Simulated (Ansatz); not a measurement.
Consider BP in the zinc blende structure (space group F-43m, No. 216; a = 4.536 Å).

The change: full substitution P → N, then cell and atoms are relaxed.

Calculations: Ansatz (an electronic-structure program), r2SCAN, PAW, cutoff 500 eV, no spin-orbit coupling, earlier PAW set.

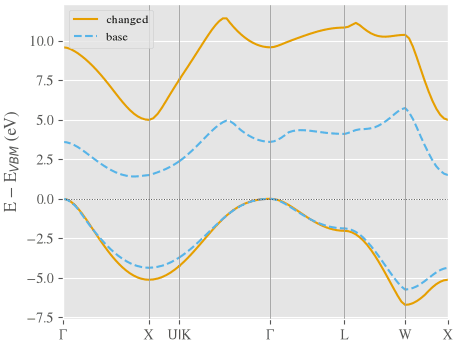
Fig. 1. Highest valence and lowest conduction band along the path, each from its own valence-band maximum

The gap is 4.99 eV, indirect, Γ → X; the base has 1.41 eV.

Whether these cells are dynamically stable was not tested.
